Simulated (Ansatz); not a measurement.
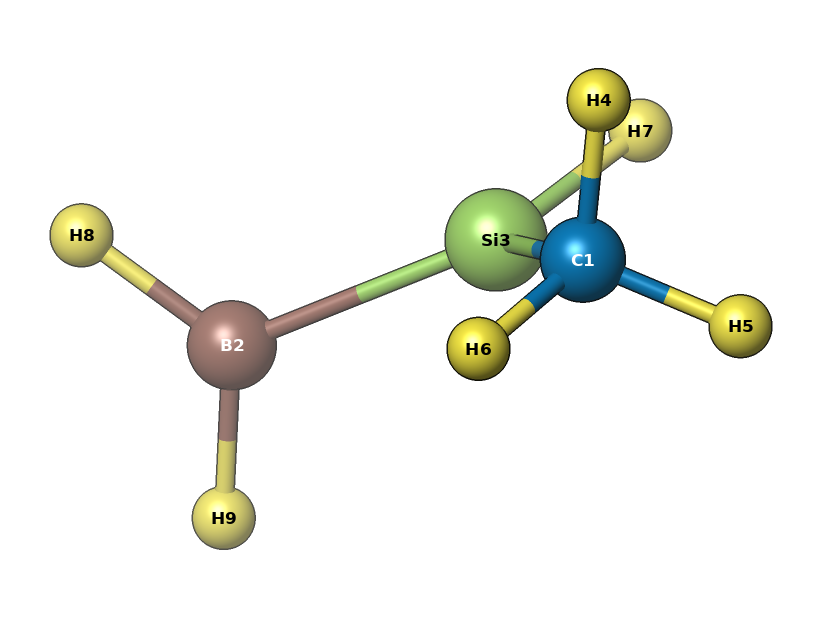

Si3 lies behind C1. The molecule seen a little off the C1–Si3 bond, C1 in front. Distant atoms are faded towards the background colour. State: charge +1, singlet. Computed geometry: PBE-D4/def2-SVP optimisation. No frequency run is at hand to confirm it as a minimum.

What is the torsion angle H4–C1–Si3–B2? The sign is positive where the front bond must turn clockwise to cover the back bond.

−117°, anticlinal.
